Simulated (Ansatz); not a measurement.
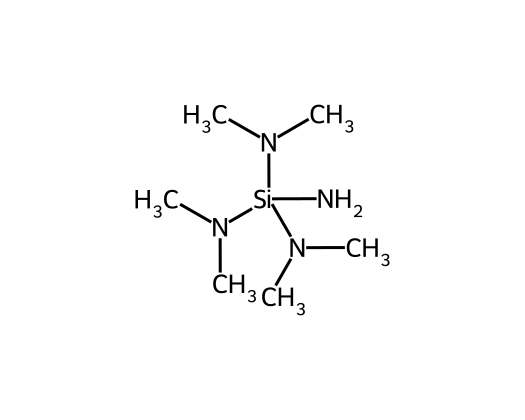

The geometry was computed by an optimisation with PBE0-D4/def2-TZVP. No frequency run is at hand to confirm it as a minimum. Properties computed with RKS B3LYP-D4/def2-TZVPP (Ansatz 0.2.0).

Q: Estimate the dipole moment.

A: 0.62 D.

Q: Estimate the LUMO energy (Kohn–Sham orbital).

A: 0.48 eV.

Q: Give the HOMO energy (Kohn–Sham orbital) at this level.

A: −5.50 eV.

Q: Estimate the dispersion correction.

A: −143.0 kJ/mol.
